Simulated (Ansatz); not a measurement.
```yaml
atoms:
  - { symbol: B, position_ang: [-1.9575, -0.2593, -1.2341] }
  - { symbol: Mg, position_ang: [0.1178, 0.1187, -0.4751] }
  - { symbol: B, position_ang: [1.4038, 0.4806, 1.3816] }
  - { symbol: H, position_ang: [-2.4013, -0.4262, -2.3228] }
  - { symbol: H, position_ang: [-1.9738, 0.8362, -0.7050] }
  - { symbol: H, position_ang: [2.5736, 0.6740, 1.6185] }
  - { symbol: H, position_ang: [-1.6719, -1.1991, -0.5160] }
```

Geometry: PBE0-D4/def2-TZVP.

These are results of RKS PBE0-D4/def2-TZVPP (Ansatz), not measurements.

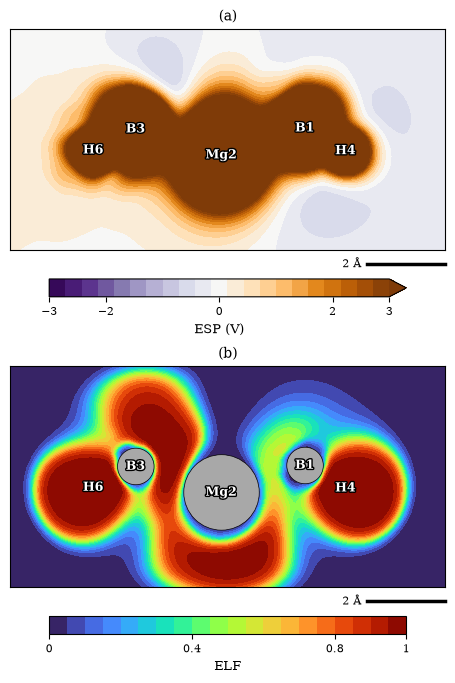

B2H4Mg. (a) molecular electrostatic potential; (b) ELF on the plane of atoms B1, Mg2 and B3. Grey discs cover the atomic cores in the ELF map.

Q: What do the fields say about this system?

A:
- Atoms in the plane: B, Mg and H.
- Mg–B (2.24 Å): the ELF peaks at about 0.55 in the valence shell of B, 0.9 Å from its nucleus, and is about 0.35 at the midpoint.
- B–H (1.19 Å): the ELF climbs to about 1 towards the hydrogen, as it does in any bond to H: an ordinary covalent bond to hydrogen.
- Mg–B (2.29 Å): the ELF peaks at about 1 in the valence shell of B, 0.8 Å from its nucleus, and is about 0.85 at the midpoint.
- Outside the dense part of the molecule the potential is most negative (−0.7 V) near H6.
